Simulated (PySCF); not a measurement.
## A study: C2H2O, SMILES `C=C=O`

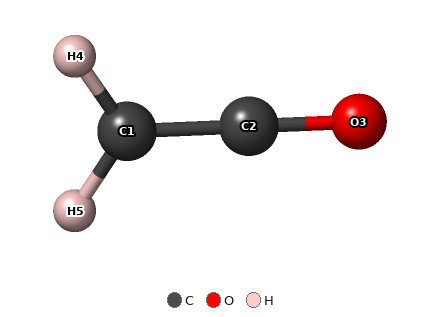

The molecule, with its atoms numbered as below. No frequency check shows the geometry to be a minimum.

Cartesian coordinates (Å):

```
C1       1.1921   -0.0000    0.0000
C2      -0.0965    0.0001    0.0000
O3      -1.2584   -0.0000    0.0000
H4       1.7466   -0.9173    0.0000
H5       1.7466    0.9173    0.0000
```

## 1. Bonding charge

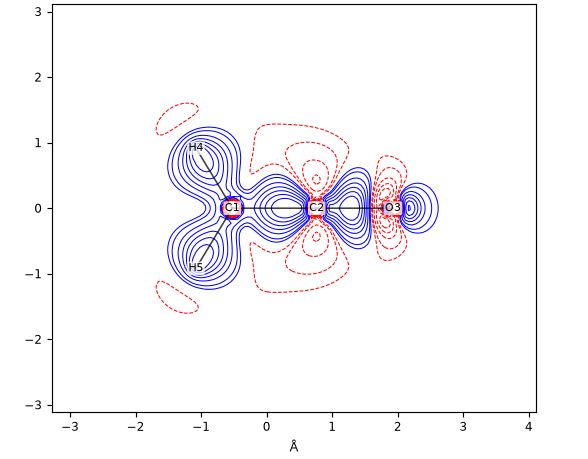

Deformation density (molecule less spherical, spin-averaged free atoms) in the molecular plane; contours at ±0.05 to ±0.8 e/Å³; solid blue lines: gain, dashed red lines: loss.

Method: BLYP/def2-SVP; geometry: GFN2-xTB; program: PySCF.

Q: Describe the bonding that the map shows.

A: C2–O3: +0.65 e/Å³ at the bond critical point (bond length 1.16 Å, Mayer order 2.3). C1–H4 and C1–H5: +0.62 e/Å³ at the bond critical point (bond length 1.07 Å, Mayer order 0.9). C1–C2: +0.49 e/Å³ at the bond critical point (bond length 1.29 Å, Mayer order 1.8). In all, 1.1 electrons gather in the regions of gain relative to the promolecule.

Q: Where do the Hirshfeld charges lie?

A: The highest Hirshfeld charge is on C2 (+0.18 e), the lowest on C1 (−0.17 e).

## 2. Bond critical points

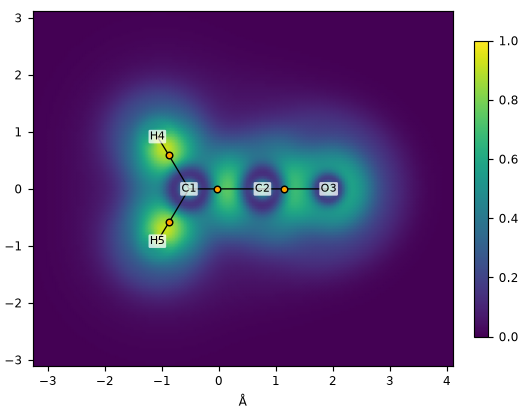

Localised orbital locator (LOL) in the molecular plane, with bond paths and bond critical points (dots).

Q: What values does LOL take at the bond critical points in this plane?

A: C1–H4 and C1–H5: about 0.88; C1–C2: about 0.60; C2–O3: about 0.43. Values above 0.5 mark slow, localised electrons, as in shared pairs; low values at a critical point mark a polar or closed-shell contact whose critical point lies between the shells.

Q: Where along C2–O3 does the critical point lie?

A: 0.39 Å from C2 and 0.77 Å from O3.

## 3. Local ionisation energy

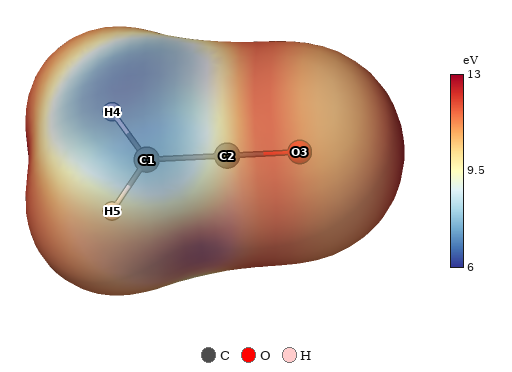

Average local ionisation energy on the surface of electron density 0.001 a.u.

Q: Where are the most loosely bound electrons on this surface?

A: The lowest value is 6.6 eV, off the molecular plane, over C1 (2.1 Å), and at like points elsewhere. Further minima include 10.5 eV, off the molecular plane, over O3 (1.7 Å), and at like points elsewhere. For comparison, the highest occupied orbital lies at −5.5 eV.

## 4. Removing or adding an electron

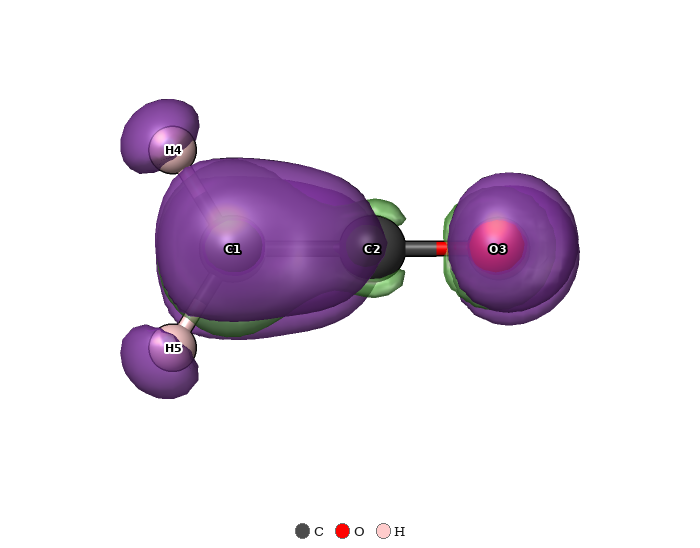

Fukui function f⁻ = ρ(N) − ρ(N−1) at fixed geometry, surfaces at ±0.04 e/Å³ (purple positive, green negative).

Computed with PySCF, PBE/6-311+G**, geometry: GFN2-xTB.

Q: Which atoms respond most to the removal of an electron?

A: f⁻ (Hirshfeld-condensed) is largest on C1 (0.33), O3 (0.26) and C2 (0.20); the vertical ionisation energy is 9.81 eV. Condensed values hint at sites of electrophilic attack but needn't mark the atom that reacts. Orbital relaxation makes it negative in places (0.13 e in all).

```
atom     f⁻  charge
  C1  +0.33   −0.17
  C2  +0.20   +0.18
  O3  +0.26   −0.14
  H4  +0.10   +0.07
  H5  +0.10   +0.07
```
